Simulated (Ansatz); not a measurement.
**[MoO3S]2- (MoSO₃ (-2)): single points with varied inputs**

How do the results and run time of [MoO3S]2- (MoSO₃ (-2)) respond when the settings are drawn wide?

Computed with Ansatz 0.2.0, Gaussian basis. Level: the settings change from run to run.

1 further run of the same task is left out (set aside as unsound or not needed). Runs told in other sessions of the task aren't counted.

## Step 1: The geometry

The geometry comes from an earlier relaxation with r2SCAN-D4/def2-SVPD; it is a stationary point. Mo takes a core potential in def2 sets; no spin-orbit term is included.

5 atoms, charge -2, spin multiplicity 1.

Atoms are counted from 1 here; the program's logs count them from 0.

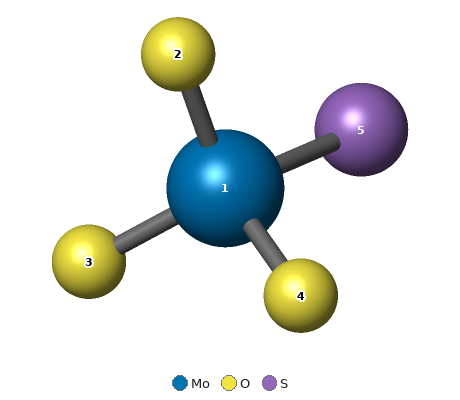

The geometry (molybdenum blue, oxygen yellow, sulfur purple); atoms are numbered from 1 in the order of the file.

## Step 2: PBE/def2-SVPD

Options: finite nuclei, D3(BJ) dispersion.

in.yaml reads:

```yaml
crystal:
  periodic: [false, false, false]
  atoms:
    - {symbol: Mo, position_ang: [0.044514, 0.076552, 0.031921]}
    - {symbol: O, position_ang: [0.070416, 0.082671, 1.789622]}
    - {symbol: O, position_ang: [1.702598, 0.109979, -0.551036]}
    - {symbol: O, position_ang: [-0.770532, 1.533202, -0.519533]}
    - {symbol: S, position_ang: [-1.046996, -1.802403, -0.750984]}
basis:
  gaussian: {orbitals: def2-SVPD, nuclear_model: gaussian}
total_charge: -2
hamiltonian: {xc: {name: PBE}, dispersion: d3bj}
scf: {omitted_lower_state_checks: [starts]}
output: {forces: true}
```

Run with:

```console
$ ansatz run in.yaml --threads 4 --pin off --events-out ev --progress --plain --max-ram 3916MiB
```

Standard output:

```text
Functional definition: PBE
  name "PBE"
  cite "Perdew, Burke & Ernzerhof, Phys. Rev. Lett. 77, 3865 (1996) doi:10.1103/PhysRevLett.77.3865"
  parent pbe
  parameter kappa = 0.804
  parameter beta = 0.06672455060314922
  exchange = pbe_x(kappa = kappa, mu = beta*pi^2/3)
  correlation = pbe_c(beta = beta)
these checks for a lower state are left out or cut short: starts
1131 factors; their error is unknown
mean field evaluation 1: about -18807.6637 eV, gradient 7.2e1 eV
mean field evaluation 2: about -18577.7199 eV, gradient 2.9e2 eV
mean field evaluation 4: about -18804.1211 eV, gradient 7.7e1 eV
mean field evaluation 8: about -18820.3364 eV, gradient 1.8e0 eV
mean field evaluation 16: about -18820.3113 eV, gradient 7.7e-3 eV
mean field -18820.31127495 eV, -691.6336824892 hartree, gradient 4.9e-5 eV, S^2 0.000000; 0 other end points of the search recorded, 0 dependent functions left out
the calculation of the forces begins
reference -18820.31131398 eV, -691.6336839236 hartree; 28, 28 occupied and 102, 102 virtual orbitals, 1131 factors
Total energy: -18820.45996080 eV, -691.6391465934 hartree
Atom 0 at     0.044514     0.076552     0.031921 Å, force    -0.146749    -0.250772    -0.104928 eV/Å
Atom 1 at     0.070416     0.082671     1.789622 Å, force     0.005730    -0.001632     0.516188 eV/Å
Atom 2 at     1.702598     0.109979    -0.551036 Å, force     0.486425     0.006028    -0.173150 eV/Å
Atom 3 at    -0.770532     1.533202    -0.519533 Å, force    -0.241847     0.425231    -0.163574 eV/Å
Atom 4 at    -1.046996    -1.802403    -0.750984 Å, force    -0.103559    -0.178855    -0.074536 eV/Å
Dipole moment:     0.265311     0.456666     0.190299 e Å
Checks for a lower state left out: starts
```

Wall time 1.4 s (4 threads of Arm Neoverse V1, shared host).

Largest force 0.516 eV/Å.

## Step 3: revPBE/x2c-TZVPPall

This run has multiplicity 3, D4 dispersion.

Edit in.yaml of step 2 so:

```diff
@@ -9,5 +9,6 @@
 basis:
-  gaussian: {orbitals: def2-SVPD, nuclear_model: gaussian}
+  gaussian: {orbitals: x2c-TZVPPall}
 total_charge: -2
-hamiltonian: {xc: {name: PBE}, dispersion: d3bj}
+magnetization: {spin_polarized: true, initial_magnetization: 2}
+hamiltonian: {xc: {name: revPBE}, dispersion: d4}
 scf: {omitted_lower_state_checks: [starts]}
```

Same command.

Standard output (excerpt; [...] marks lines left out):

```text
Functional definition: revPBE
  name "revPBE"
  cite "Zhang & Yang, Phys. Rev. Lett. 80, 890 (1998) doi:10.1103/PhysRevLett.80.890"
  cite "Perdew, Burke & Ernzerhof, Phys. Rev. Lett. 77, 3865 (1996) doi:10.1103/PhysRevLett.77.3865"
[...]
1276 factors; their error is unknown
[...]
mean field -127172.04062977 eV, -4673.4862928390 hartree, gradient 2.4e-6 eV, S^2 2.006153; 0 other end points of the search recorded, 0 dependent functions left out
[...]
reference -127172.04069161 eV, -4673.4862951116 hartree; 43, 41 occupied and 171, 173 virtual orbitals, 1276 factors
Total energy: -127172.59101188 eV, -4673.5065190083 hartree
Relativity: scalar
Atom 0 at     0.044514     0.076552     0.031921 Å, force     1.909220    -0.804539    -1.183514 eV/Å
Atom 1 at     0.070416     0.082671     1.789622 Å, force    -0.542575    -0.061262     3.071675 eV/Å
Atom 2 at     1.702598     0.109979    -0.551036 Å, force     1.468660    -0.284700    -0.717069 eV/Å
Atom 3 at    -0.770532     1.533202    -0.519533 Å, force    -1.935146     2.342900    -0.748120 eV/Å
Atom 4 at    -1.046996    -1.802403    -0.750984 Å, force    -0.900158    -1.192399    -0.422972 eV/Å
Dipole moment:    -0.060112    -0.045202    -0.006764 e Å
Checks for a lower state left out: starts
```

It took 18 s on 4 threads of Arm Neoverse V1, shared host; peak memory 0.68 GiB.

Largest force 3.129 eV/Å, ⟨S²⟩ 2.006.

## Step 4: PBE0/ANO-RCC-VTZP

This run has charge -1, multiplicity 2, coordinates scaled by 1.05, D4 dispersion.

in.yaml reads:

```yaml
crystal:
  periodic: [false, false, false]
  atoms:
    - {symbol: Mo, position_ang: [0.046740, 0.080380, 0.033517]}
    - {symbol: O, position_ang: [0.073937, 0.086804, 1.879103]}
    - {symbol: O, position_ang: [1.787728, 0.115478, -0.578588]}
    - {symbol: O, position_ang: [-0.809058, 1.609862, -0.545510]}
    - {symbol: S, position_ang: [-1.099346, -1.892523, -0.788533]}
basis:
  gaussian: {orbitals: ANO-RCC-VTZP}
total_charge: -1
magnetization: {spin_polarized: true, initial_magnetization: 1}
hamiltonian: {xc: {name: PBE0}, dispersion: d4}
scf: {omitted_lower_state_checks: [starts]}
```

The command is unchanged.

Standard output (excerpt; [...] marks lines left out):

```text
Functional definition: PBE0
  name "PBE0"
  cite "Adamo & Barone, J. Chem. Phys. 110, 6158 (1999) doi:10.1063/1.478522"
  cite "Perdew, Burke & Ernzerhof, Phys. Rev. Lett. 77, 3865 (1996) doi:10.1103/PhysRevLett.77.3865"
  parent pbe
[...]
1724 factors; their error is unknown
[...]
mean field -127162.20055035 eV, -4673.1246765901 hartree, gradient 9.7e-6 eV, S^2 0.770229; 0 other end points of the search recorded, 0 dependent functions left out
reference -127162.20059676 eV, -4673.1246782956 hartree; 42, 41 occupied and 150, 151 virtual orbitals, 1724 factors
Total energy: -127162.35639169 eV, -4673.1304036536 hartree
Relativity: scalar
Checks for a lower state left out: starts
```

It took 36 s on 4 threads of Arm Neoverse V1, shared host; peak memory 1.5 GiB.

⟨S²⟩ 0.770.

## Step 5: PBE0/cc-pVTZ-DK

Options: the search for lower states set to full.

in.yaml reads:

```yaml
crystal:
  periodic: [false, false, false]
  atoms:
    - {symbol: Mo, position_ang: [0.044514, 0.076552, 0.031921]}
    - {symbol: O, position_ang: [0.070416, 0.082671, 1.789622]}
    - {symbol: O, position_ang: [1.702598, 0.109979, -0.551036]}
    - {symbol: O, position_ang: [-0.770532, 1.533202, -0.519533]}
    - {symbol: S, position_ang: [-1.046996, -1.802403, -0.750984]}
basis:
  gaussian: {orbitals: cc-pVTZ-DK}
total_charge: -2
hamiltonian: {xc: {name: PBE0}}
scf: {lower_state_search: full}
```

The command is unchanged.

Standard output (excerpt; [...] marks lines left out):

```text
Functional definition: PBE0
  name "PBE0"
  cite "Adamo & Barone, J. Chem. Phys. 110, 6158 (1999) doi:10.1063/1.478522"
  cite "Perdew, Burke & Ernzerhof, Phys. Rev. Lett. 77, 3865 (1996) doi:10.1103/PhysRevLett.77.3865"
  parent pbe
[...]
1501 factors; their error is unknown
[...]
mean field -127161.70765840 eV, -4673.1065631451 hartree, gradient 7.3e-5 eV, S^2 0.000000; 3 other end points of the search recorded, 0 dependent functions left out
reference -127161.70770060 eV, -4673.1065646959 hartree; 42, 42 occupied and 159, 159 virtual orbitals, 1501 factors
Total energy: -127161.70770060 eV, -4673.1065646959 hartree
Relativity: scalar
```

It took 11 s on 4 threads of Arm Neoverse V1, shared host; peak memory 0.78 GiB.

## Step 6: All runs side by side

```
              level  charge  multiplicity  geometry  functions  energy (eV)   time
      PBE/def2-SVPD      -2             1   relaxed        130   -18820.460  1.4 s
revPBE/x2c-TZVPPall      -2             3   relaxed        214  -127172.591   18 s
  PBE0/ANO-RCC-VTZP      -1             2    scaled        192  -127162.356   36 s
    PBE0/cc-pVTZ-DK      -2             1   relaxed        201  -127161.708   11 s
```

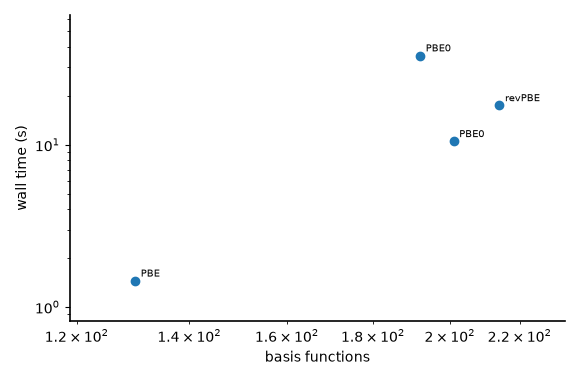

Wall time against the number of basis functions (shared host).

## Step 7: Summary of results

```
                                         quantity                    value
                                             runs                        4
                                         quickest     PBE/def2-SVPD, 1.4 s
                                          slowest  PBE0/ANO-RCC-VTZP, 36 s
spread of total energies, same state and geometry              108341.2 eV
```

**Reading.** PBE0/ANO-RCC-VTZP took 24 times as long as PBE/def2-SVPD. The jobs differ in tasks and options as well as level. The totals spread over 108341 eV; they can't be compared across methods or bases. Some of these runs are scalar-relativistic and others not, which shifts the totals of all-electron atoms past neon by several eV an atom and more; core potentials, where a basis has them, take the core out of the total altogether. At the r2SCAN-D4/def2-SVPD geometry and in the same state, the sound runs without point charges leave forces up to 0.52 eV/Å (PBE/def2-SVPD).

A small anion of this charge may not be bound in the gas phase; the finite basis can hold electrons that would leave.
